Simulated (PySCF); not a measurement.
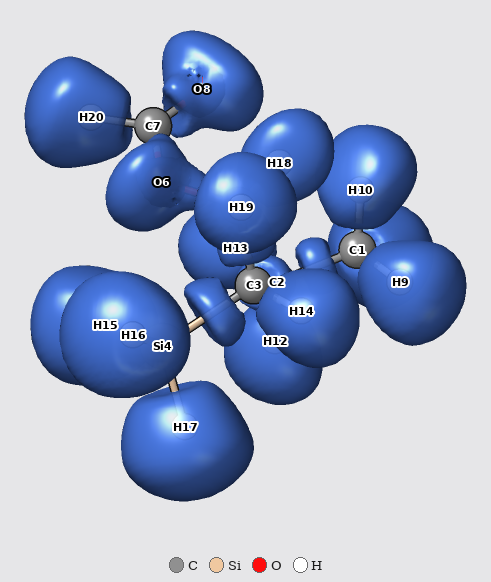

*C5H12O2Si (SMILES CC[C@H]([SiH3])COC=O). Isosurface of the ELF at 0.75 (blue), seen at a tilt. Core shells and regions of very low density are left out.*

Geometry: GFN2-xTB.

The calculation used PBE0/pcSseg-1, SCF density, gas phase, non-relativistic (PySCF).

Input

```
{"job": {"kind": "nmr", "xc": "PBE0", "basis": "pcSseg-1"}, "charge": 0, "multiplicity": 1}
C     -2.324857    -0.407307    -0.164192
C     -1.067557     0.273692    -0.694911
C     -0.120670     0.753667     0.408974
Si     1.224232     1.914688    -0.305420
C      0.570838    -0.402644     1.120532
O      1.711348    -0.817336     0.354553
C      1.664942    -1.982590    -0.256485
O      0.783608    -2.789950    -0.220676
H     -2.850037     0.246903     0.529618
H     -2.083601    -1.334364     0.349769
H     -2.996284    -0.647447    -0.985483
H     -1.364033     1.135643    -1.298408
H     -0.534871    -0.415756    -1.353806
H     -0.714931     1.286698     1.157194
H      1.788110     1.344217    -1.526851
H      2.261777     2.127478     0.701259
H      0.566927     3.184687    -0.627319
H     -0.087240    -1.263618     1.266563
H      0.963948    -0.078986     2.087688
H      2.603205    -2.116998    -0.823808
```

Launched as:

```sh
OMP_NUM_THREADS=1 python probes_run.py task.json out
```

### Identify the bonds, lone pairs and shells in this picture.

At this value the surface marks out three regions between bonded C–C atoms (shared pairs), one region between bonded C–Si atoms (shared pairs), twelve regions around hydrogen nuclei and two regions on O in which the atom's valence shell and bonds are merged. Profiles from the grid: C–O (1.20 Å): the ELF peaks at about 0.85 between the atoms: a short, multiple covalent bond. C–C (1.52 Å): the ELF peaks at about 0.95 between the atoms (localised, covalent bonding).
